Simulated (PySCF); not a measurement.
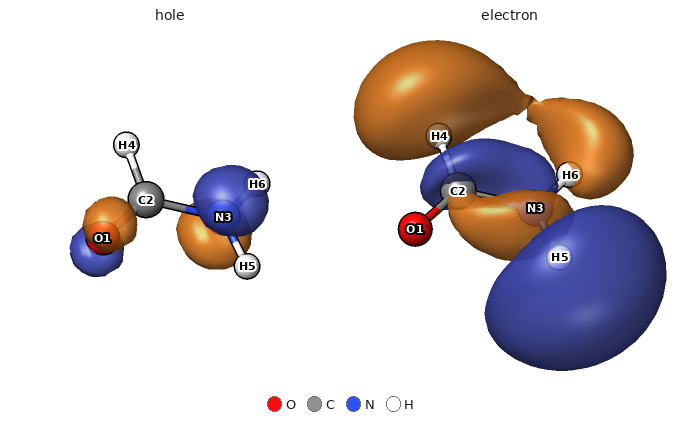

Figure 1: CH$_{3}$NO, SMILES `O=CN`. Leading natural transition orbital pair of S₄ (TDA singlet states); the surfaces enclose about 70 % of each orbital's density.

Method: LC-wPBE/def2-SVP; geometry: GFN2-xTB; program: PySCF. No frequency check shows the geometry to be a minimum. Without diffuse functions Rydberg states are missing, so the states' numbers hold for this basis only.

The calculation's input:

```python
import numpy as np
from pyscf import gto, scf, dft, tdscf
from pyscf.scf import atom_ks, atom_hf
from scipy.linalg import block_diag

def solve(mol, dm0=None, hcore=None):
    mf = (dft.UKS if mol.spin else dft.RKS)(mol, xc='lc_wpbe')
    mf.grids.level = 3
    mf = mf.density_fit(auxbasis='def2-universal-jkfit')
    mf.conv_tol, mf.max_cycle = 1e-8, 80
    if hcore is not None:
        mf.get_hcore = lambda *args: hcore
    mf.kernel(dm0)
    if not mf.converged:
        mf = mf.newton().run(mf.mo_coeff, mf.mo_occ, max_cycle=30)
    assert mf.converged, 'SCF not converged'
    return mf

mol = gto.M(atom='''
O      1.18488     0.24401     0.00000
C      0.16103    -0.38449     0.00000
N     -1.07255     0.15551     0.00000
H      0.13097    -1.49012     0.00000
H     -1.16187     1.15930     0.00000
H     -1.90640    -0.40292     0.00000
''', basis='def2-svp', charge=0, spin=0, verbose=4)
mf = solve(mol)
td = mf.TDA()
td.nstates, td.singlet, td.conv_tol = 4, True, 1e-5
td.kernel()
td.analyze()
x, y = np.array([p[0] for p in td.xy]), np.array([p[1] + 0 * p[0] for p in td.xy])
f, mu = td.oscillator_strength(), td.transition_dipole()
nto = [td.get_nto(state=i + 1, verbose=4) for i in range(len(td.e))]
# spherically averaged free atoms, for the promolecule
atm = atom_ks.get_atm_nrks(mol, xc='lc_wpbe')
pro = block_diag(*[(atm[a[0]][2] * atm[a[0]][3]) @ atm[a[0]][2].T for a in mol._atom])
np.savez('result.npz', e=td.e, f=f, ok=td.converged, w=[n[0] for n in nto], nto=[n[1] for n in nto], x=x, y=y, c=mf.mo_coeff, occ=mf.mo_occ, eps=mf.mo_energy, pro=pro, mu=mu)
```

Command:

```sh
OMP_NUM_THREADS=1 python input.py
```

The run took 33 s on 1 thread of Arm Neoverse V1, on a shared host, peak memory 0.35 GiB.

### Where does the state lie, and where do hole and electron sit?

9.35 eV (133 nm), f = 0.001 (very weak), partly diffuse acceptor orbital, which a basis without diffuse functions describes poorly; the leading pair carries 100 %; hole on N3 (55 %), O1 (27 %) and C2 (9 %), electron on H5 (41 %), N3 (19 %) and H4 (18 %) (atom shares of so diffuse an orbital are rough); their centroids lie 0.5 Å apart. In canonical orbitals it is mainly HOMO−1 → LUMO+2 (92 %). The HOMO–LUMO gap is 13.74 eV.
